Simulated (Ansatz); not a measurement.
# HfGe (model cell, started as layered BN type): phonons and vibrational spectra

Wanted: vibrations and spectra of HfGe (model cell, started as layered BN type); the cell is already relaxed.

Method: DFT PBEsol, scalar-relativistic, plane waves, norm-conserving pseudopotentials, in Ansatz 0.2.0.

The structure was built from a prototype and need not be the compound's stable phase.

### 1. The structure

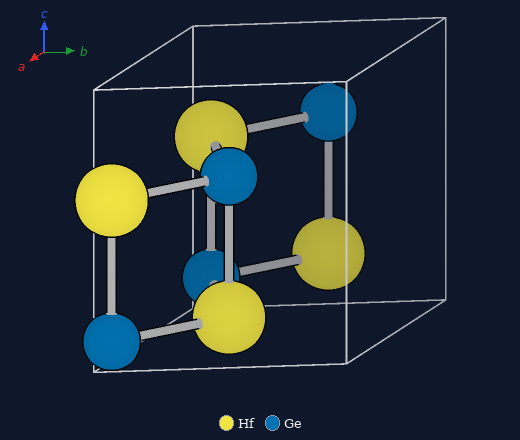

Start, viewed slightly off an axis; hafnium yellow, germanium blue. 2×1×1 cells are drawn.

### 2. Zone-centre response

The cell comes from relaxations at this level that are not shown. The zone centre is the only wavevector solved here; it holds the modes that light can see, as far as symmetry allows. No field response is asked, since the mesh shows no gap.

input.yaml reads:

```yaml
crystal:
  lattice:
    - [4.5819897329, -3.063e-06, 0.0]
    - [-2.2909922138, 3.9681210401, 0.0]
    - [0.0, 0.0, 5.2774181256]
  atoms:
    - { symbol: Hf, position: [0.3333333333, 0.6666666667, 0.25] }
    - { symbol: Hf, position: [0.6666666667, 0.3333333333, 0.75] }
    - { symbol: Ge, position: [0.6666666667, 0.3333333333, 0.25] }
    - { symbol: Ge, position: [0.3333333333, 0.6666666667, 0.75] }
kpoints:
  mp_grid: { grid: [12, 12, 6] }
hamiltonian:
  xc: pbesol
  pseudopotentials: { kind: nc }
scf:
  occupations: { method: methfessel_paxton, width: 0.15 }
output:
  eigenvalues: true
phonons:
  method: dfpt
```

Started as:

```console
> ansatz run input.yaml --threads 4 --pin off --max-ram 7168MiB --backend cpu --events-out ev --progress --plain --runs-dir out
```

Numbers of over 12 decimals in the logs are rounded to 6 here.

The log of the run:

```text
Engine: ansatz 0.2.0, aarch64-unknown-linux-gnu
Pseudopotentials: kind: nc
Pseudopotential: Hf, nc, valence charge 12, recommended cutoff 789.130201 eV (normal), Hf.nc.azcp (PseudoDojo's, or run here from an input of PseudoDojo's: the run reads no file of this project's for it)
Pseudopotential: Ge, nc, valence charge 14, recommended cutoff 1061.244064 eV (normal), Ge.nc.azcp (PseudoDojo's, or run here from an input of PseudoDojo's: the run reads no file of this project's for it)
Functional definition: PBEsol
  exchange = pbesol_x
  correlation = pbesol_c
Crystal: 4 atoms, lattice volume = 95.953 Å³
Basis set: ecut = 1061.244064 eV, 7433 PW (Γ), exchange–correlation on 100×100×120 points (8 copies of the dense FFT grid, shifted against one another)
Bands: 32, of which v1, the nominal top of the filled ones, is band 26 counted from 1 (25 counted from 0)
Symmetry: 24 space group operations
k-points: 242 of 864 (irreducible under 2 space group operations, time reversal used)
Non-local potential: Hf, projectors of the file, l = 0: 2, l = 1: 2, l = 2: 2, l = 3: 2
Non-local potential: Ge, projectors of the file, l = 0: 2, l = 1: 2, l = 2: 2
Initial density: superposition of atomic densities (chi_scale 0.1, normalization cell, long waves kept (reshape's long-wave potential 0.00 eV rms))
Initial wavefunctions: pseudopotential atomic-orbital guess
Functional: x = pbesol(κ = 0.804, μ = 0.123457), c = pbesol(β = 0.046)
SCF iter   1: F=—  HF=-7924.596298 eV  |F-HF|=—  |Δ(HF+E_count)|=         —  Δρ=4.79e-2  dr2=1.76e0  ethr=3.10e-3  ⟨swp⟩=6.4  Hψ=34962  notcnv=0
preconditioner: auto → Kerker (q_TF=auto, 2.463 Å⁻¹)  [metal: Δε(μ)=0.094 eV  Ē_g=16.129 eV  σ=0.150 eV  W_gap=0.47  n_scr=22 (ndim 8)  ℏωp=22.7 eV  f_vac=0.001  D(μ)=0.55/eV (n_scr^D=0)]
SCF iter   2: F=—  HF=-7924.128368 eV  |F-HF|=—  |Δ(HF+E_count)|=   4.68e-1  S|Δr|=    0.00e0  Δρ=2.71e-2  dr2=7.09e-1  ethr=3.10e-3  ⟨swp⟩=1.5  Hψ=10438  notcnv=0  defer=40
SCF iter   3: F=—  HF=-7923.953651 eV  |F-HF|=—  |Δ(HF+E_count)|=   1.75e-1  S|Δr|=    0.00e0  Δρ=9.55e-3  dr2=8.46e-2  ethr=1.36e-3  ⟨swp⟩=2.0  Hψ=12854  notcnv=0  defer=105
SCF iter   4: F=—  HF=-7923.945785 eV  |F-HF|=—  |Δ(HF+E_count)|=   7.87e-3  S|Δr|=    0.00e0  Δρ=9.88e-3  dr2=4.12e-2  ethr=1.63e-4  ⟨swp⟩=3.0  Hψ=14096  notcnv=0  defer=105
SCF iter   5: F=—  HF=-7923.927685 eV  |F-HF|=—  |Δ(HF+E_count)|=   1.81e-2  S|Δr|=    0.00e0  Δρ=9.76e-4  dr2=1.97e-3  ethr=7.93e-5  ⟨swp⟩=2.2  Hψ=12351  notcnv=0  defer=148
SCF iter   6: F=—  HF=-7923.927662 eV  |F-HF|=—  |Δ(HF+E_count)|=   2.31e-5  S|Δr|=    0.00e0  Δρ=3.57e-4  dr2=1.62e-4  ethr=3.78e-6  ⟨swp⟩=2.5  Hψ=13917  notcnv=0  defer=267
SCF iter   7: F=—  HF=-7923.927707 eV  |F-HF|=—  |Δ(HF+E_count)|=   4.50e-5  S|Δr|=    0.00e0  Δρ=6.90e-5  dr2=4.72e-6  ethr=3.11e-7  ⟨swp⟩=2.4  Hψ=12399  notcnv=0  defer=267
SCF iter   8: F=—  HF=-7923.927614 eV  |F-HF|=—  |Δ(HF+E_count)|=   9.31e-5  S|Δr|=    0.00e0  Δρ=1.43e-5  dr2=1.32e-7  ethr=9.08e-9  ⟨swp⟩=2.7  Hψ=14481  notcnv=0  defer=341
SCF iter   9: F=—  HF=-7923.927614 eV  |F-HF|=—  |Δ(HF+E_count)|=   1.48e-8  S|Δr|=    0.00e0  Δρ=2.62e-6  dr2=6.64e-9  ethr=2.54e-10  ⟨swp⟩=2.9  Hψ=15215  notcnv=0  defer=341
SCF iter  10: F=—  HF=-7923.927614 eV  |F-HF|=—  |Δ(HF+E_count)|=   2.01e-9  S|Δr|=    0.00e0  Δρ=8.86e-7  dr2=5.17e-10  ethr=1.28e-11  ⟨swp⟩=2.6  Hψ=13508  notcnv=0  defer=341
SCF iter  11: F=—  HF=-7923.927614 eV  |F-HF|=—  |Δ(HF+E_count)|=  2.14e-10  S|Δr|=    0.00e0  Δρ=1.13e-7  dr2=1.06e-11  ethr=1.00e-12  ⟨swp⟩=2.2  Hψ=12364  notcnv=0  defer=341
SCF iter  12: F=-7923.927614 eV  HF=-7923.927614 eV  |F-HF|=9.09e-13  |Δ(HF+E_count)|=  1.36e-11  S|Δr|=    0.00e0  Δρ=2.60e-8  dr2=3.73e-13  ethr=1.00e-12  ⟨swp⟩=15.1  Hψ=48177  notcnv=0
SCF 1 converged in 12 iterations: F = -7923.927614 eV  dr2 = 3.73e-13
DFPT response loops at Γ: preconditioner auto → Kerker (q_TF=auto, 2.463 Å⁻¹) (partly filled bands, converged f_vac=0.037); β = 1.00, the filter's whole step (`scf.mixing.beta` (0.50) is not read by the response loops under this deck's `scf.mixing.preconditioner`; to damp them name `kerker` or `kerker_dos`, under which they read `scf.mixing.beta`, and type it under 1.00, their step now; both keys bind the ground state too); Broyden in place of MSR1
the run's response loops start from zero, take more passes and end by a threshold: the memory limit or budget leaves too little room for the subspace of the ground state's own states beside the solves, or none could be made (phonons.method)
SCF converged after 12 iterations
Stability not checked: this state was not tested for a lower state beside it, because cold or Methfessel-Paxton smearing, or corrected tetrahedra, fill the levels in a way that the test cannot read (fill_not_monotonic; see scf.lower_state_search)
Free energy (F): -7923.927614 eV
Harris-Foulkes:  -7923.927614 eV  (|F-HF|=9.09e-13)
Internal energy: -7923.927035 eV  (E = F + TS)
E sigma→0 (E₀):  -7923.927469 eV
Entropy (-TS):   -0.000578 eV (-0.145 meV/atom)
Fermi energy:    10.373869 eV
--- Per-component energies (eV) ---
  E_band       = -601.716673
  E_kinetic    = 4424.685901
  E_local      = -5564.842440  (includes V_loc(G=0)·N_el)
  E_nonlocal   = -2415.425566
  E_hartree    = 2119.463683
  E_xc         = -1945.580067
  E_vxc        = -1285.061898  (∫ρ·V_xc dr)
  E_ewald      = -4542.228547
  E_smearing   = -0.000578  (= −TS)
  E_closure    = -0.000000  (closes the sum)
  Σ components = -7923.927614   (vs F -7923.927614, Δ=0.00e0)
--- Band table (eV; the first three rows and the last of 242) ---
  k-point 0: bands = [... 22 lower, 8.4991, 8.8073, 8.8073, 10.8353, 10.8353, 11.8321, 13.2464, 13.2549, ... 2 higher]
  k-point 1: bands = [... 22 lower, 8.4239, 8.6303, 8.6303, 10.8722, 11.2193, 11.2193, 12.9108, 13.4272, ... 2 higher]
  k-point 2: bands = [... 22 lower, 8.2877, 8.3644, 8.3644, 9.1948, 12.0653, 12.0653, 13.2066, 13.5539, ... 2 higher]
  k-point 241: bands = [... 22 lower, 8.4388, 8.4388, 9.2364, 9.2364, 11.5176, 11.5176, 12.9414, 12.9414, ... 2 higher]
--- Phonons (Γ-DFPT): 4 representative perturbations + reference, on 242 of 864 k-points (Σ response iterations 32) ---
  k mesh reduced under 2 symmetry operations, with k and −k counted as one. Each operation leaves every solved perturbation unchanged. A smaller set is not used because it would not reduce the number of displacements times k-points to solve
  ASR residual: 4.513e-4 → 0.000e0 eV/Å²; symmetrization residual: 4.133e-4 eV/Å²
  ASR residual per site (eV/Å²): 1.11e-4 1.11e-4 4.51e-4 4.51e-4
  Γ frequencies (cm⁻¹): 0.00 0.00 0.00 78.18 84.06 84.06 211.09 211.09 213.77 215.27 215.27 255.29
  non-analytic LO–TO correction: not included (Born effective charges unavailable; polar crystals: no LO–TO splitting at Γ)
```

Run time: 13 min. Hardware: 4 threads of Arm Neoverse V1, shared host; peak memory 6.3 GiB; 50 min of CPU time.

Numbers from this step:

```yaml
volume_per_atom: 23.99 Å³
gap_on_the_k_mesh: 0 eV
sum_rule_residual_before_enforcement: 4.51e-4 eV/Å²
point_group: 6/mmm
highest_optical_mode_at_the_zone_centre_no_lo_to_term: 255.3 cm⁻¹
lowest_optical_zone_centre_mode: 78.18 cm⁻¹
```

Patterns of degenerate modes are one choice out of their space. The modes at Γ (shares of kinetic energy by element, %):

```
mode  frequency (cm⁻¹)  symmetry  Hf %  Ge %
   1               0.0  acoustic    71    29
   2               0.0  acoustic    71    29
   3               0.0  acoustic    71    29
   4              78.2       B1g    76    24
   5              84.1       E2g    78    22
   6              84.1       E2g    78    22
   7             211.1       E2g    22    78
   8             211.1       E2g    22    78
   9             213.8       A2u    29    71
  10             215.3       E1u    29    71
  11             215.3       E1u    29    71
  12             255.3       B1g    24    76
```

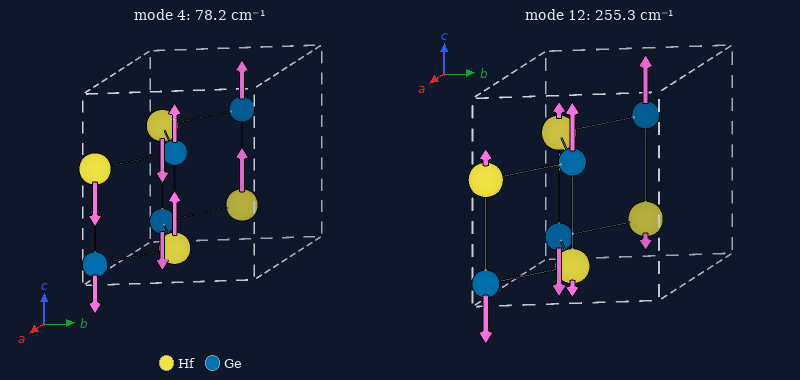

Displacement patterns of modes 4 and 12 at Γ; arrows are exaggerated. 2×1×1 cells are drawn.

Before it was imposed, the acoustic sum rule was missed by 4.5e-4 eV/Å². Small misses are needed for a sound result but don't prove that mesh and cutoff are converged. The lowest optical mode is real, 78.2 cm⁻¹.

### 3. Another isotope, element Ge, natural mass 72.63 amu

An isotope changes the mass and not the force constants, so no new electronic calculation is needed; the shifts show which modes move this element.

The same force constants with the mass of Ge changed from 72.630 to 75.921 u (phonopy, no LO-TO term). Both lists are sorted by frequency; levels can cross, so a row need not hold one and the same mode. Modes under 3 cm⁻¹ are left out. Isotope shifts, by row:

```
    q  rank  natural mass (cm⁻¹)  changed mass (cm⁻¹)
0 0 0     4                78.18                77.76
0 0 0     5                84.06                83.64
0 0 0     6                84.06                83.64
0 0 0     7                211.1                207.5
0 0 0     8                211.1                207.5
0 0 0     9                213.8                210.4
0 0 0    10                215.3                211.9
0 0 0    11                215.3                211.9
0 0 0    12                255.3                  251
```

A mode of this element alone would shift by -2.19 %. The highest zone-centre frequency without the field goes from 255.3 to 251.0 cm⁻¹ (-1.7 %). The product of the frequency ratios over all optical modes at Γ is 0.893; the product rule, (m/m′)^(3k/2) (M′/M)^(3/2) with k = 2 such atoms and M the mass of the cell, gives 0.893.

### 4. Isotope substitution, element Hf, natural mass 178.486 amu

The same for Hf, from 178.49 to 173.94 u.

The same force constants with the mass of Hf changed from 178.486 to 173.940 u (phonopy, no LO-TO term). Both lists are sorted by frequency; levels can cross, so a row need not hold one and the same mode. Modes under 3 cm⁻¹ are left out. Isotope shifts, by row:

```
    q  rank  natural mass (cm⁻¹)  changed mass (cm⁻¹)
0 0 0     4                78.18                78.95
0 0 0     5                84.06                 84.9
0 0 0     6                84.06                 84.9
0 0 0     7                211.1                211.7
0 0 0     8                211.1                211.7
0 0 0     9                213.8                214.6
0 0 0    10                215.3                216.1
0 0 0    11                215.3                216.1
0 0 0    12                255.3                256.1
```

A mode of this element alone would shift by +1.30 %. The highest zone-centre frequency without the field goes from 255.3 to 256.1 cm⁻¹ (+0.3 %). The product of the frequency ratios over all optical modes at Γ is 1.051; the product rule, (m/m′)^(3k/2) (M′/M)^(3/2) with k = 2 such atoms and M the mass of the cell, gives 1.051.

### 5. Summary of results

| Quantity | Value |
| --- | --- |
| space group (within 0.01 Å) | P6_3/mmc |
| volume per atom | 24.0 Å³ |
| electronic character | no gap on this mesh |
| highest optical mode at the zone centre (no LO-TO term) | 255 cm⁻¹ |
| lowest optical zone-centre mode | 78.2 cm⁻¹ |
| imaginary modes at Γ (the only wavevector solved) | none |

**Reading.** The structure is stable against zone-centre distortions, since no mode there is imaginary; other wavevectors were not solved, so zone-boundary instabilities are untested. The optical modes at Γ span 78 to 255 cm⁻¹. No dispersion was computed. The highest mode in this list at Γ, 255.3 cm⁻¹, is mostly motion of Ge (76 % of the kinetic energy). With no gap, or one that is small against the smearing, the frequencies hang on the k mesh and the smearing, most of all near Kohn anomalies. Spin-orbit coupling is left out, which can matter for the heavy elements here. The starting cell was built on a prototype and not taken from a measurement, so the phase need not exist. These are harmonic frequencies at zero temperature: anharmonic shifts, linewidths and thermal expansion are left out.

[Logs are printed without paths, hosts, clocks, repeated set-up lines and the standing remarks that a program may print on its own settings, such as how far it seeks lower states.]

[Hosts, paths, dates, database ids (printed as entryN), source tags and the programs' standing remarks are cut or masked in the printed files.]
